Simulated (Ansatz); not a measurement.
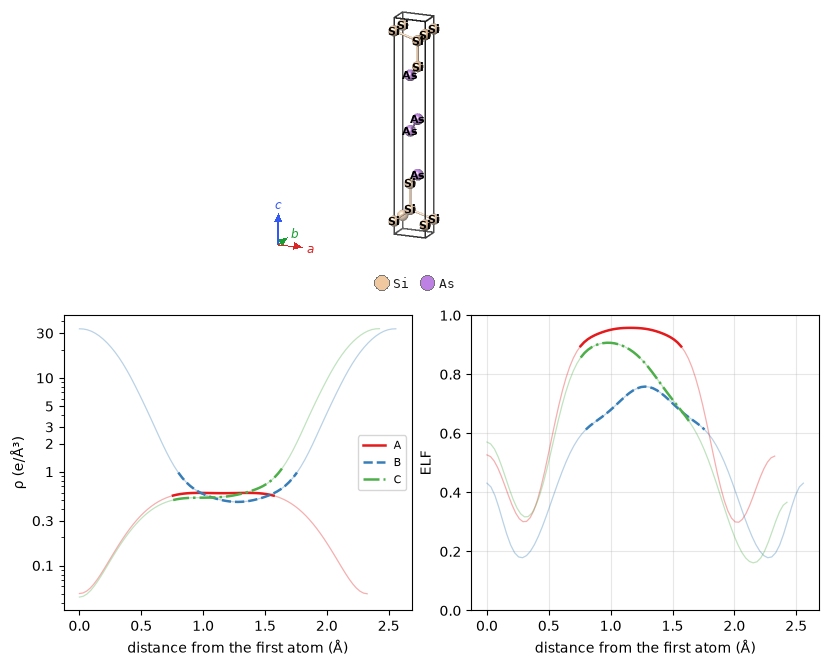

The picture shows: Si3As2. Valence electron density and ELF along straight lines between neighbouring atoms. Thin, pale parts lie inside the atomic spheres. The structure is drawn too.

Space group P-3m1; a generated structure, not necessarily the stable one.

Method: DFT PBE, scalar-relativistic, plane waves, PAW (Ansatz 0.2.0).

The density is the valence pseudo-density of a PAW calculation; it isn't the true density close to the nuclei.

Input file:

```
crystal:
  lattice:
    - [3.7823120384, 0.0, 0.0]
    - [-1.8911560192, 3.2755783103, 0.0]
    - [0.0, 0.0, 18.7323467127]
  atoms:
    - { symbol: Si, position: [0.0, 0.0, 0.0631328686] }
    - { symbol: Si, position: [0.3333333333, 0.6666666667, 0.1063922593] }
    - { symbol: Si, position: [0.3333333333, 0.6666666667, 0.23183952] }
    - { symbol: Si, position: [0.0, 0.0, 0.9368671314] }
    - { symbol: Si, position: [0.6666666667, 0.3333333333, 0.8936077407] }
    - { symbol: Si, position: [0.6666666667, 0.3333333333, 0.76816048] }
    - { symbol: As, position: [0.3333333333, 0.6666666667, 0.7113136052] }
    - { symbol: As, position: [0.6666666667, 0.3333333333, 0.2886863948] }
    - { symbol: As, position: [0.3333333333, 0.6666666667, 0.464406953] }
    - { symbol: As, position: [0.6666666667, 0.3333333333, 0.535593047] }
basis:
  ecutwfc: 420
kpoints:
  mp_grid: { grid: [12, 12, 2] }
hamiltonian:
  xc: pbe
scf:
  occupations: { method: gaussian, width: 0.01 }
output:
  forces: true
  stress: true
  eigenvalues: true
  write_density: true
  write_potential: true
  elf: true
  volumetric_format: npy
relax:
  adjacent_minimum: "off"
  f_tol: 0.01
  max_steps: 80
  cell: { stress_tol: 0.05 }
```

Command:

```sh
ansatz run input.yaml --threads 1 --pin off --max-ram 2560MiB --backend cpu --events-out ev --progress --plain --runs-dir out
```

Below, planes, directions and counts refer to the conventional cell (a = 3.76 Å, b = 3.76 Å, c = 19.60 Å, α = 90.00°, β = 90.00°, γ = 120.00°).

The fields are those of the run's last geometry, not of the input's.

Which curve belongs to which contact (As–As, Si–As and Si–Si)? The first atom named is at distance zero.

Answer. Curve A: Si–Si (2.33 Å): ρ at the midpoint is about 0.59 e/Å³; the ELF peaks at about 0.95 between the atoms: a covalent bond. Curve B: As–As (2.56 Å): ρ at the midpoint is about 0.48 e/Å³; the ELF peaks at about 0.75 between the atoms, as expected for a covalent bond. Curve C: Si–As (2.43 Å): ρ at the midpoint is about 0.55 e/Å³; the ELF peaks at about 0.90 between the atoms: a covalent bond.
